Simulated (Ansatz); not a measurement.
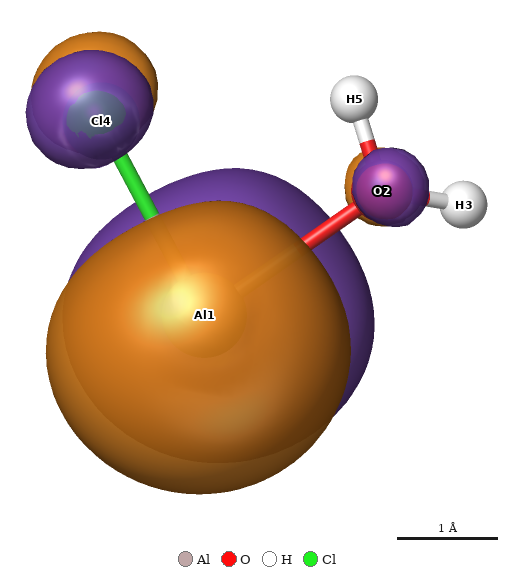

Figure. AlClH2O. The LUMO at ±0.1 Å⁻³ᐟ² (orange and purple are the two phases), seen across its widest extent.

The product side of a reaction path; geometry: PBE0-D4/def2-TZVP.

Computed with Ansatz, RKS PBE0-D4/def2-TZVPP.

Input file:

```
crystal:
  periodic: [false, false, false]
  atoms:
    - {symbol: Al, position_ang: [-0.452060, -1.386521, 0.704372]}
    - {symbol: O, position_ang: [0.125366, 0.073274, -0.817357]}
    - {symbol: H, position_ang: [-0.383478, 0.270860, -1.610485]}
    - {symbol: Cl, position_ang: [0.369384, 0.145383, 2.080791]}
    - {symbol: H, position_ang: [0.340787, 0.897004, -0.357321]}
basis:
  gaussian: {orbitals: def2-TZVPP}
hamiltonian: {xc: pbe0, dispersion: d4}
output: {orbitals: {seedname: orbitals}}
```

Command:

```sh
ansatz run in.yaml --threads 2 --pin off --events-out ev --progress --plain --max-ram 4352MiB
```

**What is the character of this orbital?**

It lies mainly on Al1 (about 85 %) and Cl4 (about 10 %). Its energy is −1.06 eV.
